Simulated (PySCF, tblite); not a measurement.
# C2H8F3NSi2: dynamics, then NMR shifts on frames, part 2 of 2

tblite 0.8.0 and PySCF 2.14.0. Atoms count from 0. The steps go on from the part before.

**6. NMR shieldings: 800 fs, PBE0/pcSseg-1**

Job settings and geometry (Å):

```
{"job": {"kind": "nmr", "xc": "PBE0", "basis": "pcSseg-1", "pop": false}, "charge": 0, "multiplicity": 1}
C     -0.849600    -2.004800     1.557800
Si    -1.080500    -0.257000     2.261900
N      0.128300     0.904900     1.611000
Si     0.829300     0.670800     0.095100
C     -2.823400     0.355400     1.408500
F     -2.837100     0.560300     0.055700
F     -3.437300    -0.923300     1.544700
F     -3.485000     1.379700     1.807300
H      0.140600    -2.420700     1.760100
H     -1.167400    -2.312000     0.575800
H     -1.629900    -2.519200     2.109600
H     -1.404900    -0.141000     3.688400
H      0.705500     1.335800     2.322400
H     -0.369300     0.908400    -0.779700
H      0.939300    -0.745300    -0.109500
H      2.310300     1.166800     0.174000
```

Method: GIAO PBE0/pcSseg-1 NMR shielding, non-relativistic, gas phase.

The program printed:

```text
coarse grid: 14704 points
cycle   1  E = -1013.3115917230  dE =  7.888e-01  |g| = 9.738e-01  |ddm| = 3.553e+00
cycle   2  E = -1013.1021916914  dE =  2.094e-01  |g| = 1.488e+00  |ddm| = 1.449e+00
cycle   3  E = -1013.4839011571  dE = -3.817e-01  |g| = 8.874e-02  |ddm| = 9.136e-01
cycle   4  E = -1013.4851264334  dE = -1.225e-03  |g| = 4.991e-02  |ddm| = 1.074e-01
cycle   5  E = -1013.4856043735  dE = -4.779e-04  |g| = 9.573e-03  |ddm| = 3.655e-02
cycle   6  E = -1013.4856197450  dE = -1.537e-05  |g| = 2.989e-03  |ddm| = 8.788e-03
cycle   7  E = -1013.4856214337  dE = -1.689e-06  |g| = 6.257e-04  |ddm| = 2.487e-03
final grid: 135048 points
cycle   8  E = -1013.5479550045  dE = -4.110e-05  |g| = 8.776e-03  |ddm| = 2.483e-02
cycle   9  E = -1013.5479414619  dE =  1.354e-05  |g| = 1.238e-02  |ddm| = 1.453e-02
cycle  10  E = -1013.5479706457  dE = -2.918e-05  |g| = 9.473e-04  |ddm| = 8.319e-03
cycle  11  E = -1013.5479708033  dE = -1.576e-07  |g| = 3.736e-04  |ddm| = 9.484e-04
cycle  12  E = -1013.5479708323  dE = -2.893e-08  |g| = 8.510e-05  |ddm| = 3.239e-04
cycle  13  E = -1013.5479708332  dE = -9.272e-10  |g| = 3.139e-05  |ddm| = 6.879e-05
converged SCF energy = -1013.5479708332

GIAO shielding tensors (ppm)
atom      isotropic    diamagn.    paramagn.     s11        s22        s33       span
  0 C      188.946     249.028     -60.082    173.802    187.193    205.845     32.043
  1 Si     356.621     878.798    -522.177    308.351    351.851    409.662    101.311
  2 N      260.276     324.031     -63.755    229.341    253.059    298.428     69.088
  3 Si     404.812     882.477    -477.665    349.383    366.508    498.545    149.162
  4 C       42.101     259.112    -217.011     22.075     41.663     62.566     40.491
  5 F      226.414     479.477    -253.064    130.720    210.832    337.688    206.968
  6 F      212.355     476.966    -264.611     89.438    222.483    325.145    235.706
  7 F      256.541     470.030    -213.489    184.156    286.128    299.341    115.185
  8 H       31.206      29.453       1.752     26.644     27.920     39.052     12.408
  9 H       30.325      32.520      -2.196     27.159     27.624     36.192      9.033
 10 H       31.345      26.125       5.220     26.655     29.379     38.001     11.347
 11 H       26.450      26.435       0.015     23.571     24.401     31.379      7.808
 12 H       31.606      30.451       1.156     22.962     27.866     43.991     21.029
 13 H       25.288      31.902      -6.614     20.817     25.271     29.774      8.957
 14 H       27.109      35.025      -7.916     23.216     28.086     30.024      6.808
 15 H       25.310      28.856      -3.546     22.063     23.328     30.540      8.477
```

Wall time 25 s (1 thread of Arm Neoverse V1, shared host); peak memory 0.95 GiB.

This run: δ C4 144.8, C0 -2.0, Si1 -7.5, Si3 -55.7, H13 6.43, H15 6.41 ppm.

**7. Shielding tensors: 1000 fs, PBE0/pcSseg-1**

Job settings and geometry (Å):

```
{"job": {"kind": "nmr", "xc": "PBE0", "basis": "pcSseg-1", "pop": false}, "charge": 0, "multiplicity": 1}
C     -0.245500    -1.522200     2.040100
Si    -0.674900     0.223500     2.263200
N      0.209500     1.245800     1.217600
Si     0.402000     1.223400    -0.570400
C     -2.538500     0.588800     1.648800
F     -2.802900     0.883400     0.288400
F     -3.633500     0.045900     2.042900
F     -2.588600     1.841300     2.273900
H      0.649700    -1.784400     2.697400
H      0.041000    -1.781500     1.036700
H     -1.095900    -2.198200     2.308200
H     -0.742300     0.794800     3.682900
H      0.365400     2.141200     1.704600
H     -0.596900     1.934200    -1.478700
H      0.323800    -0.223800    -0.796200
H      1.608300     2.075000    -0.758700
```

With the program's defaults for keys left out, this is: GIAO PBE0/pcSseg-1 NMR shielding, non-relativistic, gas phase.

The program printed:

```text
coarse grid: 14704 points
cycle   1  E = -1013.3453115496  dE =  7.065e-01  |g| = 9.649e-01  |ddm| = 3.511e+00
cycle   2  E = -1013.1328535274  dE =  2.125e-01  |g| = 1.495e+00  |ddm| = 1.336e+00
cycle   3  E = -1013.5111669188  dE = -3.783e-01  |g| = 9.246e-02  |ddm| = 8.509e-01
cycle   4  E = -1013.5123939150  dE = -1.227e-03  |g| = 5.362e-02  |ddm| = 9.840e-02
cycle   5  E = -1013.5129197245  dE = -5.258e-04  |g| = 9.908e-03  |ddm| = 3.614e-02
cycle   6  E = -1013.5129348794  dE = -1.515e-05  |g| = 3.137e-03  |ddm| = 8.286e-03
cycle   7  E = -1013.5129368129  dE = -1.933e-06  |g| = 6.055e-04  |ddm| = 2.551e-03
final grid: 135048 points
cycle   8  E = -1013.5755483976  dE = -3.801e-05  |g| = 8.835e-03  |ddm| = 2.094e-02
cycle   9  E = -1013.5755333730  dE =  1.502e-05  |g| = 1.275e-02  |ddm| = 1.429e-02
cycle  10  E = -1013.5755643680  dE = -3.100e-05  |g| = 9.172e-04  |ddm| = 8.302e-03
cycle  11  E = -1013.5755645196  dE = -1.516e-07  |g| = 3.412e-04  |ddm| = 8.867e-04
cycle  12  E = -1013.5755645446  dE = -2.492e-08  |g| = 7.146e-05  |ddm| = 2.725e-04
cycle  13  E = -1013.5755645454  dE = -7.979e-10  |g| = 3.162e-05  |ddm| = 6.811e-05
converged SCF energy = -1013.5755645454

GIAO shielding tensors (ppm)
atom      isotropic    diamagn.    paramagn.     s11        s22        s33       span
  0 C      189.623     254.968     -65.345    180.919    193.290    194.660     13.740
  1 Si     357.768     879.371    -521.603    320.563    361.357    391.385     70.822
  2 N      245.441     322.759     -77.318    226.025    245.481    264.816     38.791
  3 Si     400.247     879.137    -478.890    325.589    385.312    489.840    164.252
  4 C       42.485     248.062    -205.577     26.864     46.597     53.995     27.131
  5 F      228.405     478.267    -249.861    110.794    206.798    367.623    256.829
  6 F      257.804     468.250    -210.446    184.723    284.144    304.546    119.823
  7 F      202.063     474.881    -272.818     84.257    203.266    318.667    234.409
  8 H       30.105      27.124       2.981     25.983     26.690     37.642     11.659
  9 H       30.888      34.473      -3.585     25.775     29.962     36.928     11.153
 10 H       30.557      27.420       3.137     25.741     28.283     37.647     11.906
 11 H       25.846      26.009      -0.162     22.642     24.251     30.646      8.003
 12 H       30.521      29.226       1.296     22.324     27.477     41.763     19.439
 13 H       26.040      28.932      -2.892     22.292     25.265     30.564      8.272
 14 H       26.617      32.204      -5.587     22.496     26.610     30.745      8.249
 15 H       26.293      29.008      -2.715     22.173     24.747     31.959      9.786
```

Run time: 25 s. Hardware: 1 thread of Arm Neoverse V1, shared host; peak memory 0.92 GiB.

Key values: δ C4 144.4, C0 -2.7, Si1 -8.6, Si3 -51.1, H11 5.87, H13 5.68 ppm.

**8. Comparing the runs: NMR shifts**

Shifts (ppm) of some atoms, chosen among heavy atoms and hydrogens apart, with basis size and wall time:

```
  frame     C0    H12     H8    Si1    N2     F7     F6  functions  time
 250 fs   -3.9   4.07   1.70   -7.9  41.5  -66.0  -79.5        190  35 s
 425 fs  -12.6  -2.54  -2.60   -6.2   7.8  -94.3  -81.3        190  26 s
 625 fs  -11.7   1.58   1.18  -16.3  16.0  -57.8  -56.3        190  26 s
 800 fs   -2.0   0.11   0.51   -7.5   7.5  -85.6  -41.4        190  25 s
1000 fs   -2.7   1.20   1.61   -8.6  22.3  -31.1  -86.9        190  25 s
```

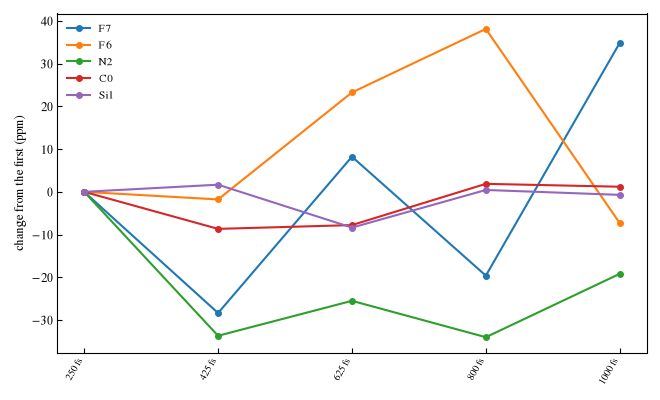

How five of the tabulated atoms move from run to run.

**9. Summary of results**

What follows sums up all 2 parts.

```
                                        quantity                                                value
                                      thermostat                                                600 K
                   mean temperature, second half                                                595 K
         mean potential energy above the minimum                                              1.04 eV
  13C shifts against TMS (PBE0/pcSseg-1, 250 fs)                                      142.2, -3.9 ppm
   1H shifts against TMS (PBE0/pcSseg-1, 250 fs)  5.54, 5.44, 5.39, 5.24, 4.07, 2.28, 1.70, -0.75 ppm
 29Si shifts against TMS (PBE0/pcSseg-1, 250 fs)                                      -7.9, -53.2 ppm
  15N shifts against NH3 (PBE0/pcSseg-1, 250 fs)                                             41.5 ppm
19F shifts against CFCl3 (PBE0/pcSseg-1, 250 fs)                              -55.4, -66.0, -79.5 ppm
           surface potential, 1st and 99th percentile                                   -1.09 V and 1.86 V
                        range of the shift of F7                                   -94.3 to -31.1 ppm
```

In words: In the second half the potential energy averages 1.04 eV above the minimum; equipartition over 42 harmonic modes at 600 K would give 1.09 eV. With 16 atoms the temperature swings widely (318 to 910 K). Shifts at one fixed geometry are not the observed spectrum, which averages over the motion. In the first frame run (250 fs): Shielding is most anisotropic at F5 (span 238 ppm, paramagnetic term -253 ppm). At PBE0/pcSseg-1, counted by nearest atom on the grid, the HOMO lies on N2 56 %; H13 10 %, the LUMO on H12 22 %; N2 14 %. In ppm, F7 moves most: its shift spreads over 63.2 ppm, from -94.3 (425 fs) to -31.1 (1000 fs).
